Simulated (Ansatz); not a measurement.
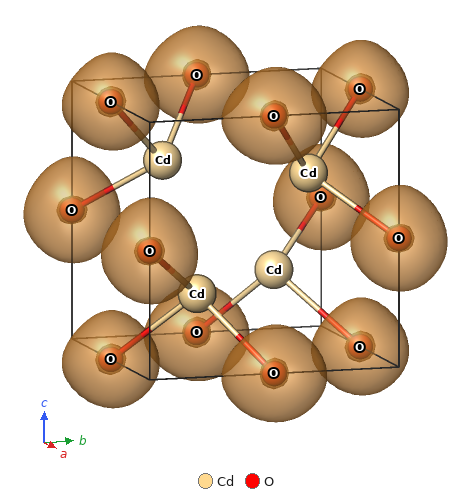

The picture shows: Cd$_{4}$O$_{3}$. Isosurface of the ELF at 0.6 (orange), seen slightly off an axis. Only the valence region is drawn (cores and ρ < 0.01 e/Å³ removed). Sticks mark near contacts.

Space group P-43m; a generated structure, not necessarily the stable one.

Level of theory: DFT PBE, scalar-relativistic, plane waves, PAW in Ansatz.

Core electrons are frozen (PAW), and the valence fields are smoothed inside the atomic spheres.

```yaml
crystal:
  lattice:
    - [4.92566, 0.00000, 0.00000]
    - [0.00000, 4.92566, 0.00000]
    - [0.00000, 0.00000, 4.92566]
  atoms:
    - { symbol: Cd, position: [0.72318, 0.27682, 0.27682] }
    - { symbol: Cd, position: [0.27682, 0.72318, 0.27682] }
    - { symbol: Cd, position: [0.27682, 0.27682, 0.72318] }
    - { symbol: Cd, position: [0.72318, 0.72318, 0.72318] }
    - { symbol: O, position: [0.00000, 0.00000, 0.50000] }
    - { symbol: O, position: [0.50000, 0.00000, 0.00000] }
    - { symbol: O, position: [0.00000, 0.50000, 0.00000] }
```

### Identify the bonds, lone pairs and shells in this picture.

The surface consists of three regions wrapped around O (the valence shell of each), counted in one cell of 7 atoms. Regions shared between cells count once. Profiles from the grid: Cd–O (2.22 Å): the ELF peaks at about 0.80 in the valence shell of O, 0.6 Å from its nucleus, and drops to about 0.10 between the two atoms (no shared electron pair shows on this line).
